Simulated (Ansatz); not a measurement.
# AlBH (quartet): correlated methods under varied settings

What do other methods and options give for AlBH (quartet) at this geometry, and how long do they take?

The runs use Ansatz 0.2.0, Gaussian basis; the settings change from run to run.

20 further runs of the same task are left out: 8 that didn't finish, 12 set aside as unsound or not needed.

### Step 1. The geometry

The geometry is a PBE0/def2-TZVP stationary point (not a proven minimum).

3 atoms, charge 0, spin multiplicity 4.

Atoms are counted from 1 here; the program's logs count them from 0.

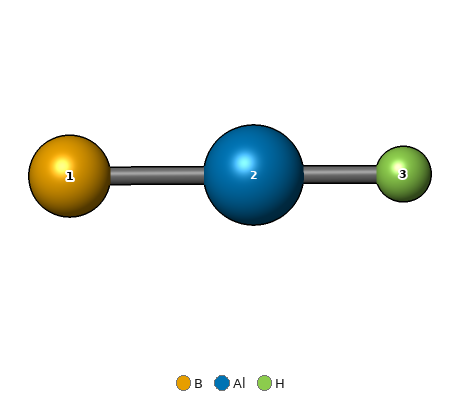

The geometry (boron amber, aluminium blue, hydrogen green); atoms are numbered from 1 in the order of the file.

### Step 2. CCSD(T) on UHF/6-31G

File in.yaml:

```yaml
crystal:
  periodic: [false, false, false]
  atoms:
    - {symbol: B, position_ang: [0.000000, 0.000000, 1.817000]}
    - {symbol: Al, position_ang: [0.000000, 0.000000, -0.120000]}
    - {symbol: H, position_ang: [0.000000, 0.000000, -1.697000]}
basis:
  gaussian: {orbitals: 6-31G}
magnetization: {spin_polarized: true, initial_magnetization: 3}
correlation: {method: ccsd_t, electrons: outside_noble_gas}
accuracy: high
```

Run with:

```console
> ansatz run in.yaml --threads 1 --pin off --events-out ev --progress --plain --max-ram 2393MiB
```

The log of the run, cut to the lines that bear on the results:

```text
Functional definition: HF
  name "HF"
  cite "Fock, Z. Phys. 61, 126 (1930) doi:10.1007/BF01340294"
  parent pbe
[...]
519 factors; integrals over basis functions are off by at most 3.0e-9 eV
[...]
mean field -7265.17840103 eV, -266.9903817232 hartree, gradient 3.2e-8 eV, S^2 3.754661; 4 other end points of the search recorded, 0 dependent functions left out
determinant -7265.17840103 eV, -266.9903817232 hartree, with singles and doubles -7267.32908615 eV, -267.0694179435 hartree
determinant -7262.55686527 eV, -266.8940420608 hartree, with singles and doubles -7264.23847768 eV, -266.9558401770 hartree
determinant -7261.69800385 eV, -266.8624794858 hartree, with singles and doubles -7263.70353029 eV, -266.9361812232 hartree
6 core orbitals not correlated: weight in the atoms' cores, before any rotation towards them, 1.000 or more for the frozen orbitals, at most 0.000 for the correlated occupied ones
reference -7265.17840103 eV, -266.9903817232 hartree; 5, 2 occupied and 13, 16 virtual orbitals, 519 factors
second order -1.56140559 eV of doubles, -0.00000000 eV of singles
cycle   1  -2.15062386 eV  change    6.1e-5 eV  update   6.6e-4
[...]
cycle  19  -2.15069013 eV  change   6.9e-10 eV  update  5.9e-10
perturbative correction -0.06288833 eV, -0.0023111034 hartree
Total energy: -7267.39197949 eV, -267.0717292311 hartree
```

Wall time 1.3 s (1 thread of Arm Neoverse N1, shared host).

From the report: ⟨S²⟩ of the determinant 3.755 (pure quartet: 3.75); correlation -2.2136 eV; T1 0.026; largest double amplitude 0.10.

### Step 3. CCSD/6-31G

in.yaml, as its differences from that of step 2:

```diff
@@ -9,3 +9,3 @@
 magnetization: {spin_polarized: true, initial_magnetization: 3}
-correlation: {method: ccsd_t, electrons: outside_noble_gas}
-accuracy: high
+hamiltonian: {xc: {name: B3LYP}}
+correlation: {method: ccsd, electrons: valence}
```

Same command.

The log of the run, cut to the lines that bear on the results:

```text
Functional definition: B3LYP
  name "B3LYP"
  cite "Stephens, Devlin, Chabalowski & Frisch, J. Phys. Chem. 98, 11623 (1994) doi:10.1021/j100096a001"
  cite "Becke, Phys. Rev. A 38, 3098 (1988) doi:10.1103/PhysRevA.38.3098"
  cite "Lee, Yang & Parr, Phys. Rev. B 37, 785 (1988) doi:10.1103/PhysRevB.37.785"
  cite "Vosko, Wilk & Nusair, Can. J. Phys. 58, 1200 (1980) doi:10.1139/p80-159"
[...]
296 factors; integrals over basis functions are off by at most 1.3e-4 eV
[...]
mean field -7283.76421421 eV, -267.6733977595 hartree, gradient 6.6e-6 eV, S^2 3.751248; 0 other end points of the search recorded, 0 dependent functions left out
6 core orbitals not correlated: weight in the atoms' cores, before any rotation towards them, 1.000 or more for the frozen orbitals, at most 0.000 for the correlated occupied ones
reference -7264.86774649 eV, -266.9789653793 hartree; 5, 2 occupied and 13, 16 virtual orbitals, 296 factors
second order -1.76447197 eV of doubles, -0.15473758 eV of singles
cycle   1  -2.22640121 eV  change   -3.1e-1 eV  update   5.7e-2
[...]
cycle  11  -2.39314224 eV  change   -3.6e-8 eV  update   4.6e-6
Total energy: -7267.26088873 eV, -267.0669117344 hartree
```

Run time: 1.6 s. Hardware: 1 thread of Arm Neoverse N1, shared host.

From the report: ⟨S²⟩ of the determinant 3.751 (pure quartet: 3.75); correlation -2.3931 eV; T1 0.021; largest double amplitude 0.10. The orbitals are Kohn-Sham ones, so correlation energy and T1 don't compare with those on Hartree-Fock orbitals.

### Step 4. CASCI(7,5)/6-31G

File in.yaml:

```yaml
crystal:
  periodic: [false, false, false]
  atoms:
    - {symbol: B, position_ang: [0.000000, 0.000000, 1.817000]}
    - {symbol: Al, position_ang: [0.000000, 0.000000, -0.120000]}
    - {symbol: H, position_ang: [0.000000, 0.000000, -1.697000]}
basis:
  gaussian: {orbitals: 6-31G}
magnetization: {spin_polarized: false, initial_magnetization: 3}
correlation: {active_space: {window: {electrons: 7, orbitals: 5}, fixed_orbitals: true}}
```

Same command.

The log of the run:

```text
Functional definition: HF
  name "HF"
  cite "Fock, Z. Phys. 61, 126 (1930) doi:10.1007/BF01340294"
  parent pbe
  exchange = exact_x
  correlation = 0
296 factors; integrals over basis functions are off by at most 1.3e-4 eV
mean field evaluation 1: about -7263.5724 eV, gradient 7.1e0 eV
mean field evaluation 2: about -7263.6066 eV, gradient 7.2e0 eV
mean field evaluation 4: about -7265.0029 eV, gradient 2.0e0 eV
mean field evaluation 8: about -7265.1474 eV, gradient 3.0e-1 eV
mean field evaluation 16: about -7265.1491 eV, gradient 2.7e-6 eV
mean field evaluation 32: about -7265.1211 eV, gradient 5.9e-1 eV
mean field -7265.14913010 eV, -266.9893060364 hartree, gradient 2.7e-6 eV, S^2 3.750000; 4 other end points of the search recorded, 0 dependent functions left out
reference -7265.14913010 eV, -266.9893060364 hartree; 11, 8 occupied and 13, 16 virtual orbitals, 296 factors
state -7265.14913010 eV, -266.9893060364 hartree
Total energy: -7265.14913010 eV, -266.9893060364 hartree
```

Wall time 0.33 s (1 thread of Arm Neoverse N1, shared host).

From the report: 3 determinants; active occupations 2.00, 2.00, 1.00, 1.00, 1.00. With so small a space the active step adds no correlation: the energy is the mean field's.

### Step 5. MP2 on UHF/6-31G

File in.yaml:

```yaml
crystal:
  periodic: [false, false, false]
  atoms:
    - {symbol: B, position_ang: [0.000000, 0.000000, 1.817000]}
    - {symbol: Al, position_ang: [0.000000, 0.000000, -0.120000]}
    - {symbol: H, position_ang: [0.000000, 0.000000, -1.697000]}
basis:
  gaussian: {orbitals: 6-31G}
magnetization: {spin_polarized: true, initial_magnetization: 3}
correlation: {method: mp2, electrons: valence}
output: {forces: true}
```

The command is unchanged.

The log of the run, cut to the lines that bear on the results:

```text
Functional definition: HF
  name "HF"
  cite "Fock, Z. Phys. 61, 126 (1930) doi:10.1007/BF01340294"
  parent pbe
[...]
296 factors; integrals over basis functions are off by at most 1.3e-4 eV
[...]
mean field -7265.17830014 eV, -266.9903780155 hartree, gradient 8.6e-6 eV, S^2 3.754661; 4 other end points of the search recorded, 0 dependent functions left out
6 core orbitals not correlated: weight in the atoms' cores, before any rotation towards them, 1.000 or more for the frozen orbitals, at most 0.000 for the correlated occupied ones
reference -7265.17830014 eV, -266.9903780155 hartree; 5, 2 occupied and 13, 16 virtual orbitals, 296 factors
second order -1.56139732 eV of doubles, -0.00000000 eV of singles
[...]
Total energy: -7266.73969747 eV, -267.0477583088 hartree
Atom 0 at     0.000000     0.000000     1.817000 Å, force    -0.000000     0.000000     0.633771 eV/Å
Atom 1 at     0.000000     0.000000    -0.120000 Å, force     0.000000     0.000000    -0.376796 eV/Å
Atom 2 at     0.000000     0.000000    -1.697000 Å, force     0.000000    -0.000000    -0.256976 eV/Å
Dipole moment:    -0.000000    -0.000000    -0.344430 e Å
```

Wall time 0.63 s (1 thread of Arm Neoverse N1, shared host).

From the report: ⟨S²⟩ of the determinant 3.755 (pure quartet: 3.75).

### Step 6. CCSD on UHF/STO-3G

in.yaml, as its differences from that of step 5:

```diff
@@ -7,5 +7,4 @@
 basis:
-  gaussian: {orbitals: 6-31G}
+  gaussian: {orbitals: STO-3G}
 magnetization: {spin_polarized: true, initial_magnetization: 3}
-correlation: {method: mp2, electrons: valence}
-output: {forces: true}
+correlation: {method: ccsd, electrons: outside_noble_gas}
```

Launched as before.

The log of the run, cut to the lines that bear on the results:

```text
Functional definition: HF
  name "HF"
  cite "Fock, Z. Phys. 61, 126 (1930) doi:10.1007/BF01340294"
  parent pbe
[...]
166 factors; integrals over basis functions are off by at most 1.4e-4 eV
[...]
mean field -7176.15009011 eV, -263.7186516424 hartree, gradient 9.0e-6 eV, S^2 3.751239; 2 other end points of the search recorded, 0 dependent functions left out
determinant -7176.15009011 eV, -263.7186516424 hartree, with singles and doubles -7178.08444148 eV, -263.7897377442 hartree
determinant -7172.69885308 eV, -263.5918210207 hartree, with singles and doubles -7174.04982887 eV, -263.6414684654 hartree
6 core orbitals not correlated: weight in the atoms' cores, before any rotation towards them, 0.999 or more for the frozen orbitals, at most 0.000 for the correlated occupied ones
reference -7176.15009011 eV, -263.7186516424 hartree; 5, 2 occupied and 4, 7 virtual orbitals, 166 factors
second order -1.26643495 eV of doubles, -0.00000000 eV of singles
cycle   1  -1.93397323 eV  change    3.8e-4 eV  update   6.3e-4
[...]
cycle   7  -1.93356927 eV  change   -4.7e-6 eV  update   3.5e-6
Total energy: -7178.08365939 eV, -263.7897090026 hartree
```

Wall time 0.42 s (1 thread of Arm Neoverse N1, shared host).

From the report: ⟨S²⟩ of the determinant 3.751 (pure quartet: 3.75); correlation -1.9336 eV; T1 0.049; largest double amplitude 0.09.

### Step 7. CASSCF(3,4)/6-31G

File in.yaml:

```yaml
crystal:
  periodic: [false, false, false]
  atoms:
    - {symbol: B, position_ang: [0.000000, 0.000000, 1.817000]}
    - {symbol: Al, position_ang: [0.000000, 0.000000, -0.120000]}
    - {symbol: H, position_ang: [0.000000, 0.000000, -1.697000]}
basis:
  gaussian: {orbitals: 6-31G}
magnetization: {spin_polarized: false, initial_magnetization: 3}
correlation: {active_space: {window: {electrons: 3, orbitals: 4}}}
scf: {lower_state_search: off}
output: {forces: true}
```

Launched as before.

The log of the run, cut to the lines that bear on the results:

```text
Functional definition: HF
  name "HF"
  cite "Fock, Z. Phys. 61, 126 (1930) doi:10.1007/BF01340294"
  parent pbe
[...]
296 factors; integrals over basis functions are off by at most 1.3e-4 eV
[...]
mean field -7265.14913010 eV, -266.9893060364 hartree, gradient 2.7e-6 eV, S^2 3.750000; 0 other end points of the search recorded, 0 dependent functions left out
reference -7265.14913010 eV, -266.9893060364 hartree; 11, 8 occupied and 13, 16 virtual orbitals, 296 factors
state -7265.14913010 eV, -266.9893060364 hartree
[...]
Total energy: -7265.14913010 eV, -266.9893060364 hartree
Atom 0 at     0.000000     0.000000     1.817000 Å, force    -0.000000     0.000000    -0.010558 eV/Å
Atom 1 at     0.000000     0.000000    -0.120000 Å, force     0.000000    -0.000000     0.043016 eV/Å
Atom 2 at     0.000000     0.000000    -1.697000 Å, force    -0.000000     0.000000    -0.032458 eV/Å
Dipole moment:    -0.000000     0.000000    -0.482292 e Å
Checks for a lower state left out: stability, starts, cluster_reference, orbital_swaps, neighbouring_geometries, increment
```

It took 0.36 s on 1 thread of Arm Neoverse N1, shared host.

From the report: 4 determinants; active occupations 1.00, 1.00, 1.00, 0.00. With so small a space the active step adds no correlation: the energy is the mean field's.

### Step 8. NEVPT4(SD)(3,6)/6-31G

in.yaml, as its differences from that of step 7:

```diff
@@ -9,4 +9,3 @@
 magnetization: {spin_polarized: false, initial_magnetization: 3}
-correlation: {active_space: {window: {electrons: 3, orbitals: 4}}}
-scf: {lower_state_search: off}
-output: {forces: true}
+correlation: {method: fic_nevpt4_sd, electrons: outside_noble_gas, active_space: {window: {electrons: 3, orbitals: 6}, states: [{multiplicity: 4, weights: [1, 1, 1]}]}}
+scf: {lower_state_search: full}
```

The command is unchanged.

The log of the run, cut to the lines that bear on the results:

```text
Functional definition: HF
  name "HF"
  cite "Fock, Z. Phys. 61, 126 (1930) doi:10.1007/BF01340294"
  parent pbe
[...]
498 factors; integrals over basis functions are off by at most 8.3e-8 eV
[...]
mean field -7265.14923062 eV, -266.9893097302 hartree, gradient 2.8e-6 eV, S^2 3.750000; 7 other end points of the search recorded, 0 dependent functions left out
reference -7265.14923062 eV, -266.9893097302 hartree; 11, 8 occupied and 13, 16 virtual orbitals, 498 factors
state -7265.47871168 eV, -267.0014179358 hartree
state -7262.54503933 eV, -266.8936074655 hartree
state -7262.54503933 eV, -266.8936074655 hartree
state -7265.47871168 eV, -267.0014179358 hartree; corrected -7267.28385032 eV, -267.0677555574 hartree
state -7262.54503933 eV, -266.8936074655 hartree; corrected -7264.17783081 eV, -266.9536114458 hartree
state -7262.54503933 eV, -266.8936074655 hartree; corrected -7264.17783081 eV, -266.9536114458 hartree
Total energy: -7265.21317065 eV, -266.9916594830 hartree
```

Run time: 2.1 s. Hardware: 1 thread of Arm Neoverse N1, shared host.

From the report: 8 determinants; active occupations (of the averaged states) 1.00, 0.66, 0.66, 0.34, 0.34, 0.00.

### Step 9. CASSCF(3,4)/6-31G

File in.yaml:

```yaml
crystal:
  periodic: [false, false, false]
  atoms:
    - {symbol: B, position_ang: [0.000000, 0.000000, 1.817000]}
    - {symbol: Al, position_ang: [0.000000, 0.000000, -0.120000]}
    - {symbol: H, position_ang: [0.000000, 0.000000, -1.697000]}
basis:
  gaussian: {orbitals: 6-31G}
magnetization: {spin_polarized: false, initial_magnetization: 3}
correlation: {active_space: {window: {electrons: 3, orbitals: 4}}}
accuracy: high
```

The command is unchanged.

The log of the run:

```text
Functional definition: HF
  name "HF"
  cite "Fock, Z. Phys. 61, 126 (1930) doi:10.1007/BF01340294"
  parent pbe
  exchange = exact_x
  correlation = 0
519 factors; integrals over basis functions are off by at most 3.0e-9 eV
mean field evaluation 1: about -7263.6066 eV, gradient 7.1e0 eV
mean field evaluation 2: about -7263.6122 eV, gradient 7.1e0 eV
mean field evaluation 4: about -7265.0066 eV, gradient 2.0e0 eV
mean field evaluation 8: about -7265.1474 eV, gradient 3.0e-1 eV
mean field evaluation 16: about -7265.1492 eV, gradient 1.7e-8 eV
mean field -7265.14923064 eV, -266.9893097311 hartree, gradient 1.7e-8 eV, S^2 3.750000; 2 other end points of the search recorded, 0 dependent functions left out
reference -7265.14923064 eV, -266.9893097311 hartree; 11, 8 occupied and 13, 16 virtual orbitals, 519 factors
state -7265.14923064 eV, -266.9893097311 hartree
Total energy: -7265.14923064 eV, -266.9893097311 hartree
```

It took 0.72 s on 1 thread of Arm Neoverse N1, shared host.

From the report: 4 determinants; active occupations 1.00, 1.00, 1.00, 0.00. With so small a space the active step adds no correlation: the energy is the mean field's.

### Step 10. CCSD/cc-pVDZ

File in.yaml:

```yaml
crystal:
  periodic: [false, false, false]
  atoms:
    - {symbol: B, position_ang: [0.000000, 0.000000, 1.817000]}
    - {symbol: Al, position_ang: [0.000000, 0.000000, -0.120000]}
    - {symbol: H, position_ang: [0.000000, 0.000000, -1.697000]}
basis:
  gaussian: {orbitals: cc-pVDZ}
magnetization: {spin_polarized: true, initial_magnetization: 3}
hamiltonian: {xc: {name: B3LYP}, pseudopotentials: {relativity: scalar}}
correlation: {method: ccsd, electrons: all}
```

The command is unchanged.

The log of the run, cut to the lines that bear on the results:

```text
Functional definition: B3LYP
  name "B3LYP"
  cite "Stephens, Devlin, Chabalowski & Frisch, J. Phys. Chem. 98, 11623 (1994) doi:10.1021/j100096a001"
  cite "Becke, Phys. Rev. A 38, 3098 (1988) doi:10.1103/PhysRevA.38.3098"
  cite "Lee, Yang & Parr, Phys. Rev. B 37, 785 (1988) doi:10.1103/PhysRevB.37.785"
  cite "Vosko, Wilk & Nusair, Can. J. Phys. 58, 1200 (1980) doi:10.1139/p80-159"
[...]
357 factors; integrals over basis functions are off by at most 9.7e-4 eV
[...]
mean field -7295.52176597 eV, -268.1054798172 hartree, gradient 4.1e-6 eV, S^2 3.751787; 0 other end points of the search recorded, 0 dependent functions left out
reference -7276.87252207 eV, -267.4201327448 hartree; 11, 8 occupied and 26, 29 virtual orbitals, 357 factors
second order -2.98733638 eV of doubles, -0.21642761 eV of singles
cycle   1  -3.59090961 eV  change   -3.9e-1 eV  update   5.6e-2
[...]
cycle  10  -3.75653982 eV  change    1.8e-6 eV  update   1.2e-5
Total energy: -7280.62906189 eV, -267.5581830369 hartree
Relativity: scalar
```

Run time: 2.6 s. Hardware: 1 thread of Arm Neoverse N1, shared host.

From the report: ⟨S²⟩ of the determinant 3.752 (pure quartet: 3.75); correlation -3.7565 eV; T1 0.013; largest double amplitude 0.08. The orbitals are Kohn-Sham ones, so correlation energy and T1 don't compare with those on Hartree-Fock orbitals.

### Step 11. The runs in one table

Where basis and cores are those of an earlier FCI/6-31G run (-7267.4252 eV), and the state is the same kind, the miss against it is given.

```csv
level,correlated,functions,energy (eV),from FCI (meV),time
CCSD(T) on UHF/6-31G,outside noble gas,24,-7267.3920,33.2,1.3 s
CCSD/6-31G (on B3LYP orbitals),valence,24,-7267.2609,164.3,1.6 s
"CASCI(7,5)/6-31G",,24,-7265.1491,2276.0,0.33 s
MP2 on UHF/6-31G,valence,24,-7266.7397,685.5,0.63 s
CCSD on UHF/STO-3G,outside noble gas,15,-7178.0837,,0.42 s
"CASSCF(3,4)/6-31G",,24,-7265.1491,2276.0,0.36 s
"NEVPT4(SD)(3,6)/6-31G (mean of several states)",outside noble gas,24,-7265.2132,,2.1 s
"CASSCF(3,4)/6-31G",,24,-7265.1492,2275.9,0.72 s
"CCSD/cc-pVDZ (on B3LYP orbitals, relativity set)",all,37,-7280.6291,,2.6 s
```

### Step 12. Summary of results

| quantity | value |
| --- | --- |
| runs | 9 |
| quickest | CASCI(7,5)/6-31G, 0.33 s |
| slowest | CCSD/cc-pVDZ (on B3LYP orbitals, relativity set), 2.6 s |

**Reading.** Total energies in different bases, with other cores or another treatment of relativity can't be set against each other. CCSD/cc-pVDZ (on B3LYP orbitals, relativity set) took 8 times as long as CASCI(7,5)/6-31G; the jobs differ in more than the method. Among the correlated runs with a miss given, it spans +33 to +685 meV. Hartree-Fock, CASSCF and CASCI lack dynamic correlation by design. Cores frozen from Kohn-Sham orbitals shift the total energy.
